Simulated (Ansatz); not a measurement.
A relaxed structure of BP. Computed with r2SCAN (plane waves to 500 eV, PAW, scalar-relativistic; Ansatz, a program for electronic structure).

F-43m (No. 216), cF8, zinc blende type; a = 4.536 Å, b = 4.536 Å, c = 4.536 Å, α = 90.00°, β = 90.00°, γ = 90.00°.

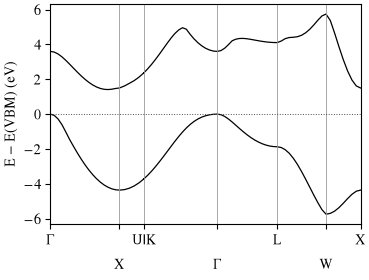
Figure: Highest filled and lowest empty band along the path of this cell's Brillouin zone

Read off the gap and say whether it is direct.

1.41 eV, indirect (valence top at Γ, conduction bottom at 83 % of the way from Γ to X) (no spin-orbit coupling).

How far does the top valence band disperse along this path?

About 5.7 eV.

No spin polarisation in the result.

Measured for BP: a 4.525 Å (static lattice; corrected from measurement; as listed in Daniel Mejia-Rodriguez, S. B. Trickey, Phys. Rev. B (2018)); gap 2 eV (room temperature; as listed in arXiv:1206.3780). Computed minus measured — a: r2SCAN +0.3 %; gap: r2SCAN -0.59 eV. The computed values are for a static lattice, and a measured gap can be an optical one, lowered by exciton binding.

The run could not lose the symmetry of its start.

All atoms sit on sites fixed by symmetry, so only the cell could relax.
